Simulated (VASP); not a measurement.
Band structure of Zn2SeS (space group P-4m2). Method: modified Becke-Johnson potential (mBJ), VASP's PBE PAW potentials (set 64) (plane waves; VASP).

mBJ is a potential without an energy functional, so only the levels count.

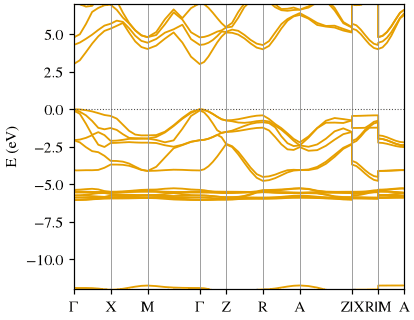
Bands along high-symmetry lines, zero at the valence-band maximum or, without a gap, the Fermi level

Q: Read the plot: is there a gap, and where are the band edges?

A: The gap is direct, 3.01 eV, from the valence maximum at Γ to the conduction minimum at Γ.

The structure comes from a computed database's Zn2SeS entry (P-4m2); how it stands against other phases isn't given here. It was relaxed first. The cell's shape comes from a PBE relaxation.
